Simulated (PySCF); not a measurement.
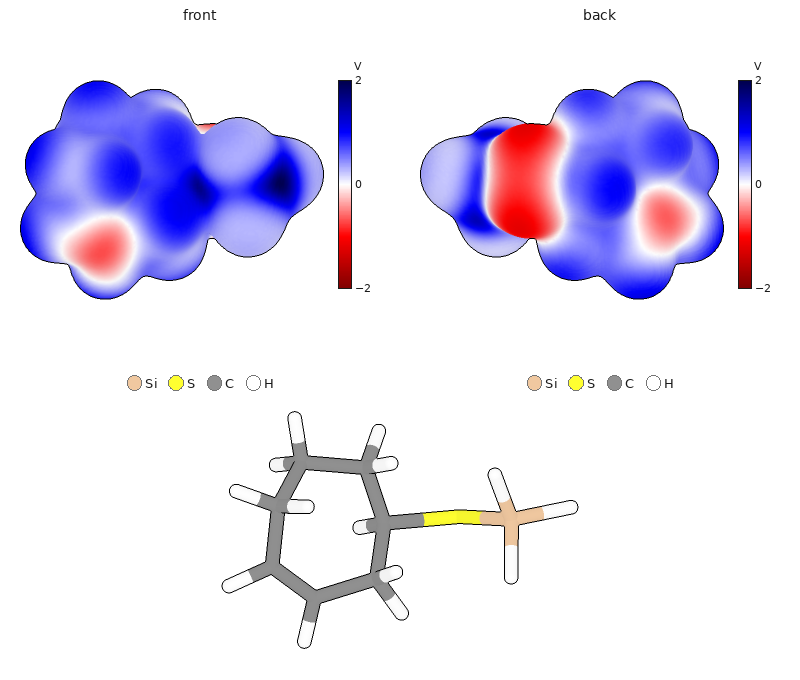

*C₇H₁₄SSi. The electrostatic potential painted on the density surface at 0.004 e/bohr³, seen from the front and from behind; red is negative and blue positive. The bare structure is drawn below in the same view.*

Geometry: PBE0-D3(BJ)/def2-SVP.

Theory: PySCF, PBE0/pcSseg-1, SCF density, gas phase, non-relativistic.

```csv
atom,x (Å),y (Å),z (Å)
Si,3.3319,0.3137,0.1995
S,2.2529,0.7573,-1.5958
C,0.5139,0.2534,-1.2152
C,0.4362,-1.2212,-0.8122
C,-0.9308,-1.8335,-0.9429
C,-2.0388,-1.3963,-0.3354
C,-2.1098,-0.2061,0.5791
C,-1.6320,1.1059,-0.0456
C,-0.1231,1.2315,-0.2331
H,2.7453,0.9657,1.4102
H,4.6941,0.8662,-0.0523
H,3.4434,-1.1521,0.4733
H,0.0324,0.3696,-2.2007
H,0.7897,-1.3194,0.2327
H,1.1499,-1.7858,-1.4289
H,-1.0107,-2.7143,-1.5896
H,-2.9706,-1.9431,-0.5167
H,-1.5090,-0.4029,1.4883
H,-3.1457,-0.0805,0.9281
H,-2.1418,1.2535,-1.0132
H,-1.9527,1.9391,0.6013
H,0.1088,2.2522,-0.5747
H,0.3713,1.1196,0.7492
```

Q: Where is the surface potential most negative and most positive?

A: The most negative region (about −1.1 V) lies over S2, the most positive (about +1.7 V) over Si1.

Q: How polar is the molecule by this calculation?

A: Its dipole moment is 1.95 D.
